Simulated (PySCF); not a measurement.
C4H11F3Si2, SMILES C[Si](C)([SiH2]C(F)(F)F)C at its GFN2-xTB optimised geometry (Å):

```
20

C      1.8771    -1.0601     0.0000
Si    -0.0343    -1.0601     0.0000
C     -0.6738    -1.9969     1.5389
C     -0.6650    -1.9346    -1.5766
Si    -0.8529     1.1325     0.0000
C     -0.0547     1.9942     1.5586
F     -0.3237     1.3328     2.7091
F     -0.4703     3.2597     1.7538
F      1.2951     2.0529     1.4839
H      2.2741    -0.5858    -0.8933
H      2.2698    -0.5190     0.8560
H      2.2769    -2.0700     0.0396
H     -1.7572    -2.0789     1.5314
H     -0.2703    -3.0047     1.5895
H     -0.3923    -1.4850     2.4546
H     -1.7500    -1.9574    -1.6120
H     -0.3168    -2.9620    -1.6229
H     -0.3194    -1.4338    -2.4759
H     -0.4579     2.0700    -1.0576
H     -2.2769     1.3776     0.2563
```

Computed with PBE/def2-SVP run with PySCF. Cells within 0.4 Å of a nucleus heavier than hydrogen are left out (blank, or x).

Map of the Laplacian of the electron density (e/bohr⁵), clipped to [-1.50, 1.50] on the plane z = 0.0 Å:

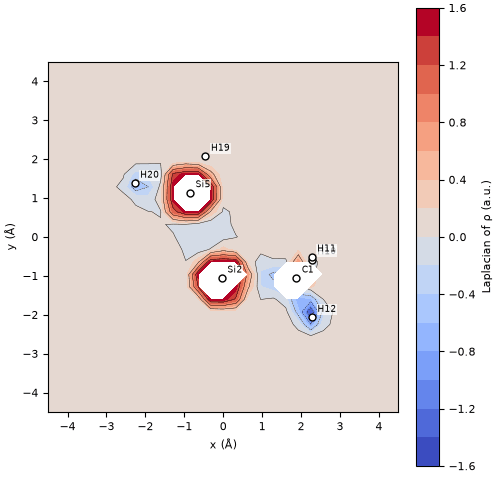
*Laplacian of the electron density (e/bohr⁵), clipped to [-1.50, 1.50] on the plane z = 0.0 Å.*
